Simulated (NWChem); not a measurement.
# One shape, several levels: triplet SiN2H6

We compute a comparison of 5 runs (UHF/STO-3G, UHF/3-21G, UB3LYP/6-31G*, UM06-2X/6-311+G**) of triplet SiN2H6. 

The results are computed with NWChem 7.3.0.

34 further runs of the same task are left out: 34 set aside as unsound or not needed.

## Step 1: The molecule

The species is SiN2H6 (9 atoms), meant as a triplet with charge 0. SMILES of the parent species: `NN[SiH3]`. The coordinates come from a PBE0-D4/def2-TZVP relaxation. This is one conformer, not always the lowest. That shape belongs to the parent species and isn't relaxed for this state.

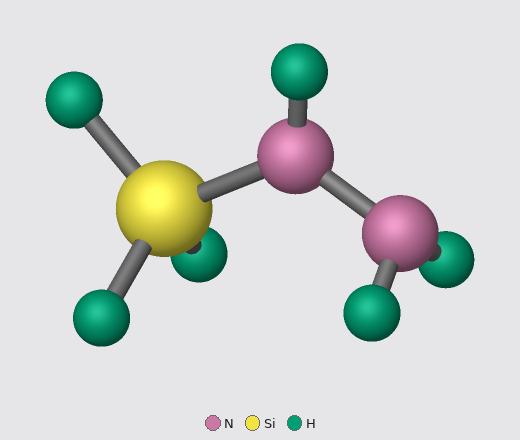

Viewed from a chosen angle; nitrogen pink, silicon yellow, hydrogen teal.

## Step 2: The energy at UHF/STO-3G (run 1)

m1.nw reads:

```
start m1
title "H6N2Si"
memory stack 880 mb heap 220 mb global 1100 mb
charge 0

geometry noautosym nocenter noautoz
  N       -0.558800       0.925000      -1.203100
  N       -0.285500       0.708200       0.159700
  Si       0.408400      -0.736600       0.767500
  H        0.267900       0.761300      -1.767500
  H       -1.290500       0.297600      -1.515600
  H       -0.377500       1.549300       0.701800
  H        1.729200      -1.040000       0.139600
  H       -0.469800      -1.907300       0.484500
  H        0.576500      -0.557300       2.233000
end

basis spherical bse
  * library STO-3G
end

scf
  nopen 2
  uhf
  thresh 1e-08
  maxiter 80
end

task scf energy
```

On the command line:

```sh
$ nwchem m1.nw > m1.out
```

The log of the run:

```text
[...]
  functions       =    25
[...]
  wavefunction    = UHF
[...]
         Total SCF energy =   -396.201241315918
      One electron energy =   -782.245485918446
      Two electron energy =    268.866580626050
 Nuclear repulsion energy =    117.177663976478
                       Sz =      1.0000
                 Sz(Sz+1) =      2.0000
                      S^2 =      2.0031
[...]
```

It took 2.1 s on 1 thread of Intel Xeon 6975P-C (Granite Rapids), shared host; peak memory 0.096 GiB.

## Step 3: The energy at UHF/3-21G (run 2)

mymol.nw reads:

```
start mymol
memory stack 880 mb heap 220 mb global 1100 mb
charge 0

geometry noautosym nocenter noautoz
 N    -0.558800    0.925000   -1.203100
 N    -0.285500    0.708200    0.159700
 Si    0.408400   -0.736600    0.767500
 H     0.267900    0.761300   -1.767500
 H    -1.290500    0.297600   -1.515600
 H    -0.377500    1.549300    0.701800
 H     1.729200   -1.040000    0.139600
 H    -0.469800   -1.907300    0.484500
 H     0.576500   -0.557300    2.233000
end

basis spherical bse
 * library 3-21G
end

scf
 triplet
 uhf
 thresh 1e-08
 maxiter 80
end

task scf energy
```

On the command line:

```sh
$ nwchem mymol.nw > mymol.out
```

The log of the run:

```text
[...]
  functions       =    43
[...]
  wavefunction    = UHF
[...]
         Total SCF energy =   -398.898164898014
      One electron energy =   -781.843307644211
      Two electron energy =    265.767478769719
 Nuclear repulsion energy =    117.177663976478
                       Sz =      1.0000
                 Sz(Sz+1) =      2.0000
                      S^2 =      2.0141
[...]
```

Run time: 2.3 s. Hardware: 1 thread of Intel Xeon 6975P-C (Granite Rapids), shared host; peak memory 0.099 GiB.

Runs 3 to 4 aren't shown in full; the table further down has their settings and results.

## Step 4: A single-point energy at UM06-2X/6-311+G(d,p) (run 5)

struct.nw reads:

```
start struct
title "H6N2Si"
memory 2200 mb

geometry units angstrom noautosym nocenter noautoz
 N    -0.558800    0.925000   -1.203100
 N    -0.285500    0.708200    0.159700
 Si    0.408400   -0.736600    0.767500
 H     0.267900    0.761300   -1.767500
 H    -1.290500    0.297600   -1.515600
 H    -0.377500    1.549300    0.701800
 H     1.729200   -1.040000    0.139600
 H    -0.469800   -1.907300    0.484500
 H     0.576500   -0.557300    2.233000
end

basis "ao basis" spherical bse
 * library 6-311+G**
end

dft
 xc m06-2x
 mult 3
 grid fine
 convergence energy 1e-08
 maxiter 100
 mulliken
end

task dft energy
```

On the command line:

```sh
$ nwchem struct.nw > struct.out
```

The log of the run:

```text
[...]
          Wavefunction type:  spin polarized.
          No. of atoms     :     9
          No. of electrons :    34
[...]
          Charge           :     0
          Spin multiplicity:     3
[...]
          AO basis - number of functions:   110
[...]
              XC Information
              --------------
                       M06-2X Method XC Functional
                     Hartree-Fock (Exact) Exchange  0.540
                        M06-2X Exchange Functional  1.000
                      M06-2X Correlation Potential  1.000
[...]
 d= 0,ls=0.0,diis     1   -402.2696842401 -5.19D+02  3.30D-02  2.01D-01     3.6
[...]
 d= 0,ls=0.0,diis    16   -402.3291112884 -6.07D-09  7.78D-06  9.20D-11    54.2
[...]
         Total DFT energy =     -402.329111288443
      One electron energy =     -784.239925266914
           Coulomb energy =      301.530651496337
    Exchange-Corr. energy =      -36.797501494344
 Nuclear repulsion energy =      117.177663976478
[...]
      Total Density - Mulliken Population Analysis
     ---------------------------------------------
    Atom       Charge   Shell Charges
 -----------   ------   -------------------------------------------------------
    1 N    7     7.28   1.10  0.90  0.77  0.87  1.80  0.66  1.18 -0.19  0.16  0.03
    2 N    7     7.02   1.10  0.90  0.75  0.93  1.73  0.62  1.10 -0.36  0.22  0.03
    3 Si  14    14.45   0.79  1.18  0.94  1.05  0.80  0.45  1.98  3.90  0.68  1.35  0.37  0.44  0.35  0.18
    4 H    1     0.71   0.26  0.36  0.05  0.04
    5 H    1     0.71   0.26  0.37  0.04  0.04
    6 H    1     0.69   0.27  0.34  0.04  0.03
    7 H    1     1.03   0.24  0.54  0.23  0.01
    8 H    1     1.04   0.24  0.55  0.24  0.01
    9 H    1     1.07   0.24  0.56  0.25  0.01
[...]
      <S2> =      2.0072 (Exact =     2.0000)
[...]
```

Wall time 55 s (1 thread of Intel Xeon 6975P-C (Granite Rapids), shared host); peak memory 0.12 GiB.

## Step 5: All runs side by side

```csv
run,level,iteration cap,module,energy (Eh),dipole moment (D),⟨S²⟩,wall time
1,UHF/STO-3G,80,scf,-396.201241,1.63,2.003,2.1 s
2,UHF/3-21G,80,scf,-398.898165,4.35,2.014,2.3 s
3,UB3LYP/6-31G* (spherical functions),100,dft,-402.350243,2.93,2.005,43 s
4,UB3LYP/6-31G* (Cartesian functions),100,dft,-402.354879,2.92,2.005,47 s
5,UM06-2X/6-311+G**,100,dft,-402.329111,1.73,2.007,55 s
```

## Step 6: Outcome

```
                                 quantity          value
                      run 5: total energy  -402.32911 Eh
                     run 5: dipole moment         1.73 D
run 5: HOMO energy (highest over α and β)       -2.92 eV
                              run 5: ⟨S²⟩          2.007
```

In words: The dipole moment (its size) runs from 1.63 D (UHF/STO-3G) to 4.35 D (UHF/3-21G). Totals of different functionals can't be ranked against each other. In run 1 the basis is minimal, so the values are rough. All runs together took 2.5 min, the longest 55 s.
